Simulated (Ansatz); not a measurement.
The starting structures come from a database of crystals and need not be the phases stable at ambient conditions.

 Where the default PAW files enter, the runs use the earlier of Ansatz's two default sets.

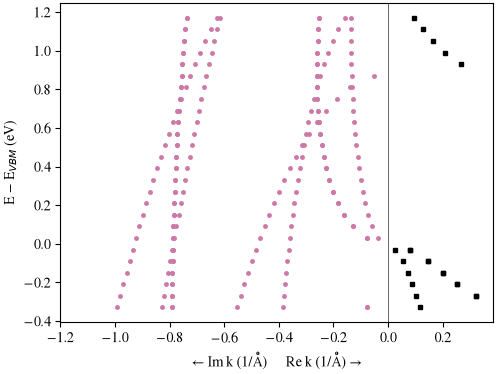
Fig. 1. Complex bands at the centre of the two-dimensional zone; PBEsol in Ansatz (an electronic-structure program)

No gap correction and no spin-orbit coupling; mid-gap values are interpolated between computed energies.

Q: This is Ca4Sb2O (I4/mmm, not sure to be the ambient phase, 7 atoms a cell, 25.7 Å³ an atom, -2 GPa at this level) along the normal of (001). Read off the slowest decay at the centre of the two-dimensional zone at 0.45 eV, the computed energy nearest the middle of the gap.

A: κ ≈ 0.11 1/Å, a decay length 1/(2κ) of the density of 4.5 Å.
